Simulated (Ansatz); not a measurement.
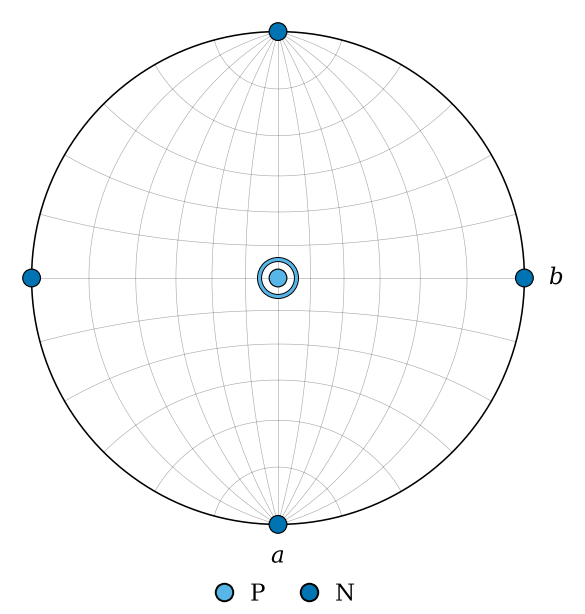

For Zr₃PN₃, the input geometry of an electronic-structure calculation (not necessarily at equilibrium); the starting structure was generated, so it need not be a known form of this composition: directions from one zirconium atom at (1/2, 1/2, 0) to its bonded neighbours, in stereographic projection down c (filled: above the plane of the page or in it, open: below). The drawing is computed from the coordinates (standard cell, symmetry found to 0.002 Å).

Neighbours are counted up to 3.05 Å for P, 3.00 Å for N.

```
CELL_PARAMETERS angstrom
4.76902 0.00000 0.00000
0.00000 4.76902 0.00000
0.00000 0.00000 4.76902
ATOMIC_POSITIONS crystal
Zr 0.50000 0.50000 0.00000
Zr 0.00000 0.50000 0.50000
Zr 0.50000 0.00000 0.50000
P 0.50000 0.50000 0.50000
N 0.50000 0.00000 0.00000
N 0.00000 0.50000 0.00000
N 0.00000 0.00000 0.50000
```

> How many neighbours are there, and at what angles?

6: 2 P at 2.38 Å, 4 N at 2.38 Å. Angles between bonds: 90° (12×), 180° (3×).

> What is the site's symmetry in the crystal?

Point group 4/mmm (D4h), order 16: one fourfold axis, four twofold axes, five mirror planes, an inversion centre. In Pm-3m, No. 221 this is Wyckoff position 3c.
